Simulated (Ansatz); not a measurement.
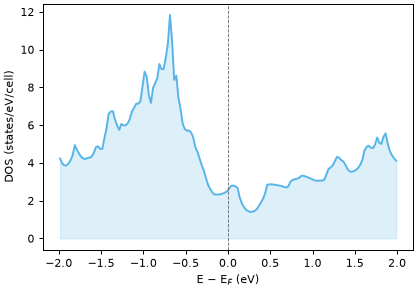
Figure: Density of states of Hf2Si (I4/mcm) near the Fermi level, PBEsol, rigid bands in Ansatz (a program for electronic structure).

With 6 atoms a cell, what bare Sommerfeld coefficient γ = (π²/3) k_B² N(E_F) follows?

N(E_F) ≈ 2.6 states/eV a cell at 300 K, so γ ≈ 1.01 mJ/(mol of atoms·K²), before many-body enhancement (phonons, spin fluctuations, correlation).

How far does the Fermi level move in a rigid band for 0.1 electron a cell added or removed?

38 meV and -40 meV.

A metal at this level (no band gap); rigid bands, thermally averaged at 300 K, both spins. Spin-orbit coupling is left out, which matters with elements this heavy. Geometry: cell and atoms relaxed with PBEsol.

Computed structure with no diffraction record at hand here (it may be known, metastable or hypothetical): Hf2Si (I4/mcm).
